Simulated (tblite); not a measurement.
# C4H12GeN2: the cost of one run

The runs use tblite 0.8.0 and PySCF 2.14.0, with density-fitted response routines of our own; the level of theory stands in each step. All values are computed, except where a source is named. Atoms are numbered from 0 throughout.

**1. Starting geometry**

19 atoms, charge 0, multiplicity 1; geometry from: force field or distance geometry start.

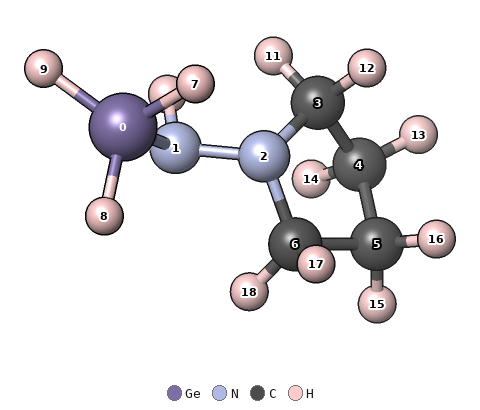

The starting geometry (germanium purple, nitrogen light blue, carbon dark grey, hydrogen pink), atoms numbered; sticks join atoms by distance.

**2. Relaxing the molecule with GFN2-xTB**

What the job is given:

```
{"job": {"kind": "relax", "xc": "GFN2-xTB", "basis": "xTB"}, "charge": 0, "multiplicity": 1}
Ge     2.917300    -0.000300    -0.292500
N      1.184900    -0.003400    -1.051600
N      0.322500    -0.117400     0.039200
C     -0.653700    -1.161200    -0.125900
C     -1.939600    -0.446800    -0.403000
C     -1.854200     0.769600     0.487000
C     -0.373100     1.101700     0.356900
H      2.777100    -0.787600     1.045100
H      3.243200     1.449300     0.084900
H      3.918700    -0.653300    -1.241900
H      1.044100    -0.843800    -1.672400
H     -0.318800    -1.776600    -0.995200
H     -0.695300    -1.772500     0.820800
H     -2.766500    -1.113000    -0.151100
H     -1.951000    -0.162700    -1.492300
H     -2.440900     1.613500     0.074300
H     -2.138500     0.571000     1.533800
H     -0.034100     1.427400     1.351900
H     -0.251800     1.915100    -0.360400
```

On the command line:

```bash
OMP_NUM_THREADS=1 python probes_run.py task.json out
```

One launch serves the whole session: the jobs run in the order shown.

Q: Estimate the wall time and peak memory of this first job on 1 thread of Intel Xeon Platinum 8488C, shared host.

About 1.1 s, with a peak of 0.18 GiB.
